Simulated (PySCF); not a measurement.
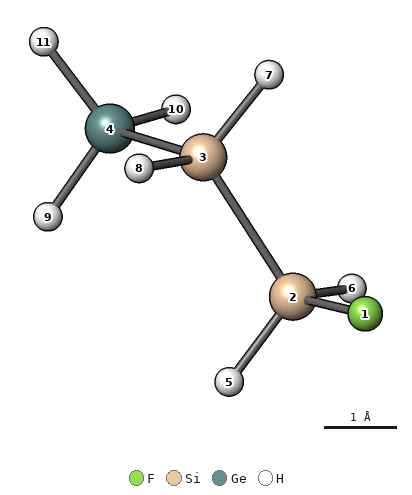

The structure (ball-and-stick view, seen at a tilt; atoms are numbered from 1 in the order of the input). Sticks mark near contacts. Bond lengths as drawn: F–Si 1.63 Å, Ge–H 1.54 Å, Ge–Si 2.39 Å, H–Si 1.49 to 1.50 Å and Si–Si 2.34 Å.

Run report: GeSi2H7F, core-level calculation

GeSi2H7F, computed with delta-SCF UKS SCAN, pcX-2 on the ionised atom, pcseg-1 elsewhere, spin-free X2C (PySCF 2.14.0).

Figures and captions count atoms from 1; the log counts them from 0 in places.

## Input file
```
{"job": {"kind": "xps"}, "charge": 0, "multiplicity": 1}
F      3.428164     0.410740    -0.213891
Si     2.019065    -0.300003     0.201103
Si     0.226114     1.146297    -0.214069
Ge    -1.810222    -0.018389     0.220825
H      2.087758    -0.659611     1.648299
H      1.876621    -1.547988    -0.605814
H      0.256375     1.583750    -1.644382
H      0.320615     2.352157     0.666193
H     -1.801656    -0.578471     1.655752
H     -1.960222    -1.195879    -0.760111
H     -3.021288     0.917899     0.063190
```

The first line tells a small driver script what to run in PySCF; the rest is the geometry in Å.

Machine: 1 CPU thread, shared host.

Launched with:
```bash
OMP_NUM_THREADS=1 python <driver script> task.json out
```

## Output
```
ground state, core basis on atom 0 (F), 143 functions
  cycle   1  E = -2778.16451215  |g| = 6.35e-01
  cycle   2  E = -2777.94744990  |g| = 1.36e+00
  cycle   3  E = -2778.22407899  |g| = 5.77e-02
  cycle   4  E = -2778.22476394  |g| = 2.40e-02
  cycle   5  E = -2778.22488790  |g| = 7.01e-03
  cycle   6  E = -2778.22490519  |g| = 1.80e-03
  cycle   7  E = -2778.22490777  |g| = 4.08e-04
  E(ground) = -2778.41689890 Eh
hole in F 1s of atom 0
  cycle   1  E = -2751.88393103  |g| = 2.58e+00
  cycle   2  E = -2751.63982451  |g| = 2.18e+00
  cycle   3  E = -2752.69384586  |g| = 3.87e-01
[... 6 cycles left out ...]
  E(ion) = -2752.98375573 Eh   <S^2> = 0.7567   hole on atom = 1.000   binding energy = 692.071 eV
ground state, core basis on atom 1 (Si), 154 functions
[... 6 cycles left out ...]
  E(ground) = -2778.42660213 Eh
hole in Si 1s of atom 1
[... 10 cycles left out ...]
  E(ion) = -2710.52905059 Eh   <S^2> = 0.7524   hole on atom = 1.000   binding energy = 1847.586 eV
hole in Si 2p of atom 1
[... 9 cycles left out ...]
  E(ion) = -2774.45825838 Eh   <S^2> = 0.7515   hole on atom = 1.003   binding energy = 107.984 eV
  2p3/2 = 107.718 eV   2p1/2 = 108.345 eV
ground state, core basis on atom 2 (Si), 154 functions
[... 6 cycles left out ...]
  E(ground) = -2778.41751902 Eh
hole in Si 1s of atom 2
[... 9 cycles left out ...]
  cycle  10  E = -2710.41551924  |g| = 2.34e-04
  E(ion) = -2710.57126364 Eh   <S^2> = 0.7527   hole on atom = 1.000   binding energy = 1846.191 eV
hole in Si 2p of atom 2
  cycle   1  E = -2773.99309763  |g| = 1.23e+00
  cycle   2  E = -2773.76182442  |g| = 1.16e+00
  cycle   3  E = -2774.28293921  |g| = 2.69e-01
  cycle   4  E = -2774.32867483  |g| = 1.28e-01
  cycle   5  E = -2774.33317211  |g| = 6.89e-02
  cycle   6  E = -2774.33526796  |g| = 3.87e-03
  cycle   7  E = -2774.33527811  |g| = 1.81e-03
  cycle   8  E = -2774.33527832  |g| = 5.83e-04
  cycle   9  E = -2774.33527685  |g| = 2.94e-04
  E(ion) = -2774.49501841 Eh   <S^2> = 0.7528   hole on atom = 1.002   binding energy = 106.737 eV
  2p3/2 = 106.535 eV   2p1/2 = 107.158 eV
```

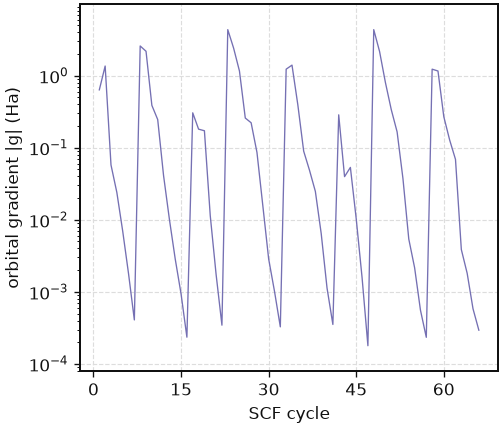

Convergence of the self-consistent field: orbital gradient |g| against the SCF cycle. All cycles printed in the log are drawn one after another.

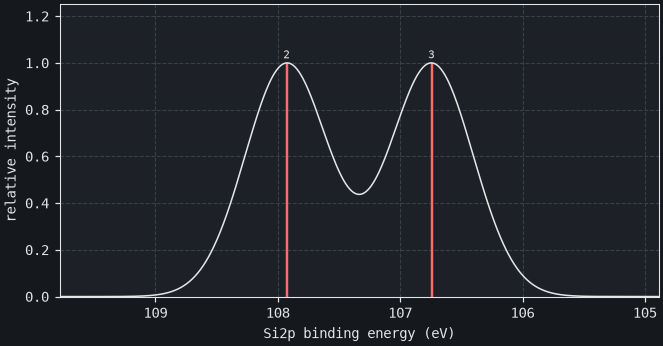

Si2p binding energies by ΔSCF of the atoms computed, labelled by atom number, with a Gaussian envelope of 0.8 eV full width. They run from 106.74 eV (atom 3) to 107.93 eV (atom 2).

## Results in brief

| quantity | value |
| --- | --- |
| outcome | converged |
| wall time | 25 s |
| peak memory | 0.47 GiB |
